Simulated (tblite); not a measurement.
**Frequency calculation of C6H11AlClN**

System: C6H11AlClN.
Method: GFN2-xTB harmonic vibrations, gas phase (tblite 0.8.0).

It belongs to a series of runs on one base structure; here: H on Al replaced by isopropenyl.

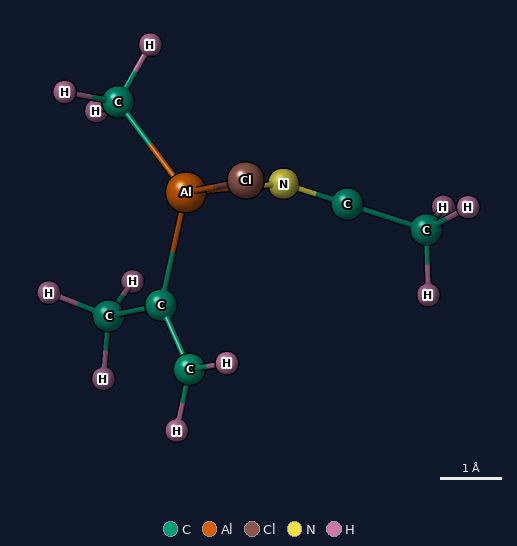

**Figure 1.** The input geometry (ball-and-stick view, seen at a tilt). Sticks mark near contacts. Bond lengths as drawn: Al–C 1.99 to 2.01 Å, Al–Cl 2.06 Å, Al–N 2.05 Å, C–C 1.33 to 1.51 Å, C–H 1.08 to 1.10 Å and C–N 1.15 Å.

Summary

```json
{"quantity": "outcome", "value": "converged"}
{"quantity": "total energy", "value": "−734.5391 eV"}
{"quantity": "zero-point energy", "value": "93.3320 kcal/mol"}
{"quantity": "hardware", "value": "1 CPU thread, shared host"}
{"quantity": "wall time", "value": "1.8 s"}
{"quantity": "peak memory", "value": "0.18 GiB"}
```

Input
```
{"job": {"kind": "ir", "xc": "GFN2-xTB", "basis": "xTB"}, "charge": 0, "multiplicity": 1}
C     -1.694278    -1.048090     1.427614
C     -1.451668    -0.340893     0.324357
C     -2.049646    -0.775501    -0.987876
Al    -0.293269     1.303648     0.332572
C     -0.391757     2.585989    -1.189743
Cl     0.308345     1.992280     2.173990
N      1.400633     0.244417    -0.131831
C      2.188729    -0.528409     0.180155
C      3.164275    -1.492140     0.564291
H     -2.315179    -1.938434     1.440206
H     -1.283646    -0.752336     2.382791
H     -1.266652    -0.865705    -1.740916
H     -2.746458    -0.015297    -1.339907
H     -2.578571    -1.726288    -0.907852
H     -0.579109     2.089970    -2.145166
H      0.533948     3.159294    -1.314190
H     -1.186078     3.330547    -1.073845
H      3.796520    -1.068216     1.344187
H      2.660404    -2.377725     0.951361
H      3.778312    -1.766433    -0.293235
```

The first line tells a small driver script what to run in tblite; the rest is the geometry in Å.

Launch command:
```bash
OMP_NUM_THREADS=1 python <driver script> task.json out
```

The program's output
```
mode    cm-1     km/mol
  1     -22.3      0.13
  2      23.3      3.54
  3      25.1      1.65
  4      44.9      4.85
  5      63.5      0.25
  6      78.8      0.28
  7      90.5      0.71
  8     110.7      0.61
  9     115.0      0.67
 10     136.0      1.84
 11     138.2      5.92
 12     198.7     15.78
 13     247.9      1.57
 14     313.3      9.62
 15     329.6     53.15
 16     370.2      1.86
 17     378.5      1.26
 18     459.2     12.67
 19     535.7     13.04
 20     559.4    116.39
 21     619.4    253.59
 22     649.5    141.39
 23     674.4     13.43
 24     896.3     27.51
 25     953.1     11.81
 26     982.5     10.05
 27     987.6     15.54
 28     995.7     10.40
 29    1010.8     26.05
 30    1028.7      1.30
 31    1184.8      8.46
 32    1333.8     10.73
 33    1355.3     47.23
 34    1389.2      0.48
 35    1393.3     18.62
 36    1395.3     18.15
 37    1415.6      4.30
 38    1472.1      0.35
 39    1475.6      1.51
 40    1478.9      1.96
 41    1491.8      3.76
 42    1642.9      7.23
 43    2367.8    211.87
 44    2917.2     48.07
 45    2934.0     44.44
 46    2957.1     33.08
 47    2979.4     41.81
 48    2986.2     33.62
 49    2994.5    148.27
 50    3004.0     27.93
 51    3013.5      0.83
 52    3015.4      0.09
 53    3017.5      1.11
 54    3054.8     60.25
```

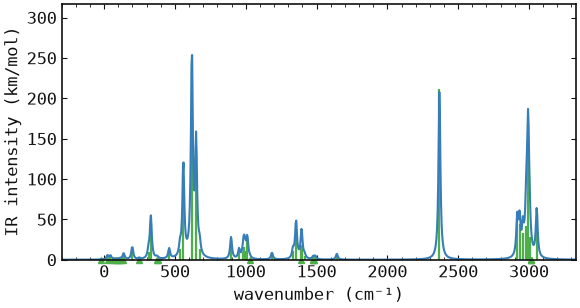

**Figure 2.** Harmonic infrared spectrum, unscaled: sticks (degenerate modes added up, dark ones marked on the axis) with a Lorentzian envelope of 16 cm⁻¹ full width, scaled to the tallest stick; imaginary modes are drawn at negative wavenumbers. 54 modes from 22i to 3055 cm⁻¹, 1 imaginary beyond 8i (22i cm⁻¹): not a clean minimum; so soft a mode can be a shallow saddle, an incomplete relaxation or noise of the force constants. The strongest line is at 619 cm⁻¹ (254 km/mol).
